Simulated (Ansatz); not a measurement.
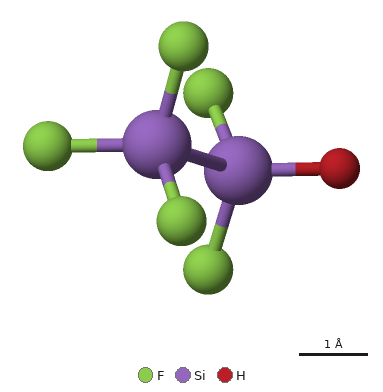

Si$_{2}$HF$_{5}$, before the relaxation. The picture is a ball-and-stick view, seen from a free direction.

The start comes from PBE-D4/def2-SVP.

Level of theory: RKS PBE0-D4/def2-TZVP (Ansatz 0.2.0).

The input:
```yaml
crystal:
  periodic: [false, false, false]
  atoms:
    - {symbol: F, position_ang: [1.225916, -0.666604, 1.803829]}
    - {symbol: Si, position_ang: [0.180634, -1.011202, 0.602925]}
    - {symbol: F, position_ang: [0.889737, -2.070011, -0.411796]}
    - {symbol: Si, position_ang: [-0.204946, 0.965127, -0.589844]}
    - {symbol: F, position_ang: [-1.207188, 0.685438, -1.832999]}
    - {symbol: F, position_ang: [-0.905603, 2.069980, 0.367609]}
    - {symbol: F, position_ang: [1.155804, 1.610907, -1.182614]}
    - {symbol: H, position_ang: [-1.042054, -1.640834, 1.187190]}
basis:
  gaussian: {orbitals: def2-TZVP}
hamiltonian: {xc: pbe0, dispersion: d4}
relax: {f_tol: 0.005, max_steps: 150}
```

Predict the outcome.

Answer. Over 4 geometry steps the energy falls by 16.3 kJ/mol. The largest force component goes from 1.3 to 0.0045 eV/Å. F7 moves most after the best rigid fit: 0.044 Å. By element the largest moves are F 0.044 Å, H 0.028 Å, Si 0.008 Å. Some distances before and after: F1–Si2 1.629 → 1.586 Å, Si4–F5 1.621 → 1.578 Å, Si2–H8 1.494 → 1.477 Å, Si2–Si4 2.340 → 2.346 Å. The run took roughly 80 core-seconds on a shared host.

Final geometry:

```xyz
8

F     1.2019   -0.6810    1.7750
Si    0.1875   -1.0099    0.6009
F     0.8823   -2.0440   -0.3806
Si   -0.2102    0.9705   -0.5922
F    -1.1868    0.7057   -1.8037
F    -0.8866    2.0542    0.3350
F     1.1198    1.5895   -1.1692
H    -1.0155   -1.6421    1.1791
```
